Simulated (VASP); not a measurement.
Band structure of Zn₄SSe₃ (ordered alloy cell). Computed with PBEsol GGA, VASP's PBE PAW potentials (set 64) (plane waves; VASP).

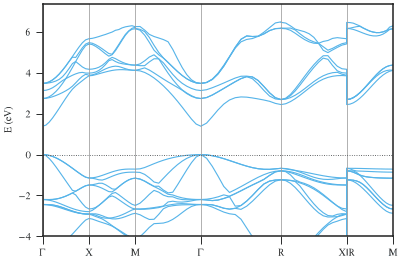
Figure: Bands along high-symmetry lines, zero at the valence-band maximum or, without a gap, the Fermi level

### Question
Read the plot: is there a gap, and where are the band edges?

### Answer
The gap is direct, 1.39 eV, from the valence maximum at Γ to the conduction minimum at Γ. (Edges off the drawn lines would not show.)

The structure was generated: Zn4SSe3 was put into an ordered model structure (P-43m), which need not be its known phase. It was relaxed first.
